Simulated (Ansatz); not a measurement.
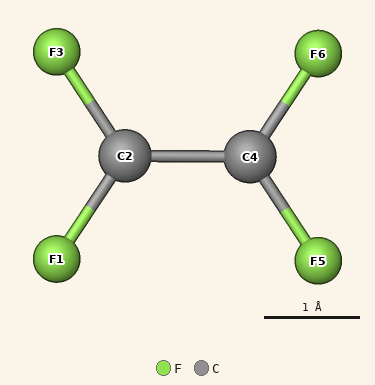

The structure (ball-and-stick view, seen on its broad side; atoms are numbered from 1 in the order of the input). Bond lengths as drawn: C–C 1.32 Å and C–F 1.31 Å.

**C₂F₄: one change and its effect**

System: C₂F₄, SMILES FC(F)=C(F)F.
Method of run A: RKS wB97M-V/def2-SVP (Ansatz 0.2.0).

The geometry comes from this level: PBE0-D4/def2-TZVP. Text and figures count atoms from 1; the logs count them from 0 in places.

## Input file, run A
```yaml
crystal:
  periodic: [false, false, false]
  atoms:
    - {symbol: F, position_ang: [1.169249, -1.134480, -0.707996]}
    - {symbol: C, position_ang: [0.202470, -0.640150, 0.025689]}
    - {symbol: F, position_ang: [-0.337461, -1.520617, 0.832268]}
    - {symbol: C, position_ang: [-0.188425, 0.618786, -0.041055]}
    - {symbol: F, position_ang: [0.351489, 1.499268, -0.847629]}
    - {symbol: F, position_ang: [-1.155222, 1.113093, 0.692624]}
basis:
  gaussian: {orbitals: def2-SVP}
hamiltonian: {xc: {name: wB97M-V}}
output: {orbitals: {seedname: orbitals}}
```

Hardware: 2 CPU threads, shared host.

## Output (run A)
```
Functional definition: wB97M-V
  parameter omega = 0.3/bohr
  parameter cx = 0.15
  parameter cx01 = 1.007
  parameter cx10 = 0.259
  parameter css00 = 0.443
  parameter css04 = -1.437
  parameter css10 = -4.535
  parameter css20 = -3.390
  parameter css43 = 4.278
  parameter cos00 = 1.000
  parameter cos10 = 1.358
  parameter cos20 = 2.924
  parameter cos21 = -8.812
  parameter cos60 = -1.390
  parameter cos61 = 9.142
  parameter b = 6.0
  parameter c = 0.01
  gx(w, u) = 1 - cx + cx01*u + cx10*w
  gss(w, u) = css00 + css04*u^4 + css10*w + css20*w^2 + css43*w^4*u^3
  gos(w, u) = cos00 + cos10*w + (cos20 + cos21*u)*w^2 + (cos60 + cos61*u)*w^6
  exchange = spin_sum(e_x_unif_sr(omega)*gx(b97_w, b97_u_x)) + cx*exact_x_sr(omega) + exact_x_lr(omega)
  correlation = spin_sum(e_c_pw_mod_same_spin*gss(b97_w, b97_u_same))
      + integral(e_c_pw_mod_opposite_spin*gos(b97_w_opposite, b97_u_opposite)) + vv10(b, c)
816 factors; integrals over basis functions are off by at most 8.2e-4 eV
148 factors; integrals over basis functions are off by at most 5.1e-6 eV
mean field evaluation 1: about -12924.2650 eV, gradient 3.5e1 eV
mean field evaluation 2: about -12924.5649 eV, gradient 3.4e1 eV
mean field evaluation 4: about -12926.1728 eV, gradient 4.2e-1 eV
mean field evaluation 8: about -12926.3204 eV, gradient 3.8e-2 eV
mean field -12926.32036271 eV, -475.0335115549 hartree, gradient 2.4e-5 eV, S^2 0.000000; 0 other end points of the search recorded, 0 dependent functions left out
reference -12926.32037980 eV, -475.0335121832 hartree; 24, 24 occupied and 60, 60 virtual orbitals, 816 factors
Total energy: -12926.32037980 eV, -475.0335121832 hartree
```

Run B used a changed input.

## The two runs side by side

```csv
quantity,run A,run B
outcome,converged,converged
total energy (hartree),−475.033512,−475.641688
HOMO (eV),−9.66,−9.88
LUMO (eV),3.31,2.94
basis functions,84,342
wall time (shared host),3.1 s,12 s
```

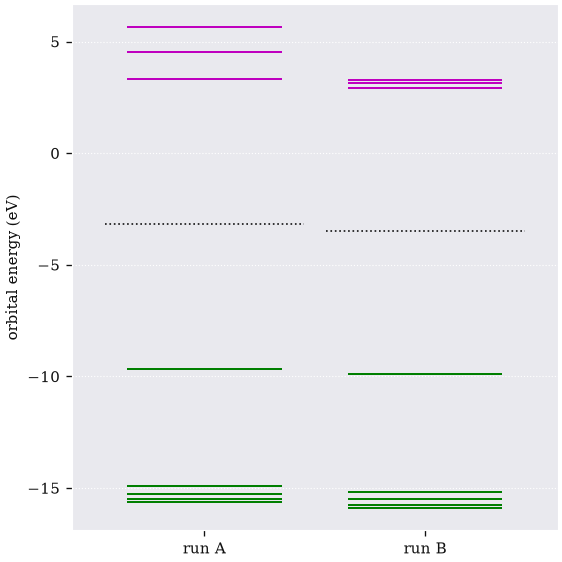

The five highest filled and three lowest empty orbital energies of the two runs; the dotted lines part filled from empty levels. The HOMO–LUMO gap is 12.97 eV in run A and 12.82 eV in run B.

Which change of the input explains these differences?

The change (lines with − go, lines with + come):
```diff
-  gaussian: {orbitals: def2-SVP}
+  gaussian: {orbitals: "def2-QZVPP.json"}
```

The total energy of run B is 381.6 kcal/mol lower, which measures the change of basis and not a stability. The HOMO goes from −9.66 to −9.88 eV. The LUMO goes from 3.31 to 2.94 eV. The basis functions go from 84 to 342.

## Output (run B)
```
Functional definition: wB97M-V
  parameter omega = 0.3/bohr
  parameter cx = 0.15
  parameter cx01 = 1.007
  parameter cx10 = 0.259
  parameter css00 = 0.443
  parameter css04 = -1.437
  parameter css10 = -4.535
  parameter css20 = -3.390
  parameter css43 = 4.278
  parameter cos00 = 1.000
  parameter cos10 = 1.358
  parameter cos20 = 2.924
  parameter cos21 = -8.812
  parameter cos60 = -1.390
  parameter cos61 = 9.142
  parameter b = 6.0
  parameter c = 0.01
  gx(w, u) = 1 - cx + cx01*u + cx10*w
  gss(w, u) = css00 + css04*u^4 + css10*w + css20*w^2 + css43*w^4*u^3
  gos(w, u) = cos00 + cos10*w + (cos20 + cos21*u)*w^2 + (cos60 + cos61*u)*w^6
  exchange = spin_sum(e_x_unif_sr(omega)*gx(b97_w, b97_u_x)) + cx*exact_x_sr(omega) + exact_x_lr(omega)
  correlation = spin_sum(e_c_pw_mod_same_spin*gss(b97_w, b97_u_same))
      + integral(e_c_pw_mod_opposite_spin*gos(b97_w_opposite, b97_u_opposite)) + vv10(b, c)
1082 factors; their error is unknown
186 factors; integrals over basis functions are off by at most 4.7e-6 eV
mean field evaluation 1: about -12941.0243 eV, gradient 3.7e1 eV
mean field evaluation 2: about -12941.3306 eV, gradient 3.6e1 eV
mean field evaluation 4: about -12942.8646 eV, gradient 6.9e-1 eV
mean field evaluation 8: about -12942.8695 eV, gradient 4.0e-1 eV
mean field evaluation 16: about -12942.8697 eV, gradient 1.7e-5 eV
mean field -12942.86965070 eV, -475.6416866712 hartree, gradient 1.7e-5 eV, S^2 0.000000; 0 other end points of the search recorded, 0 dependent functions left out
reference -12942.86968848 eV, -475.6416880596 hartree; 24, 24 occupied and 318, 318 virtual orbitals, 1082 factors
Total energy: -12942.86968848 eV, -475.6416880596 hartree
```
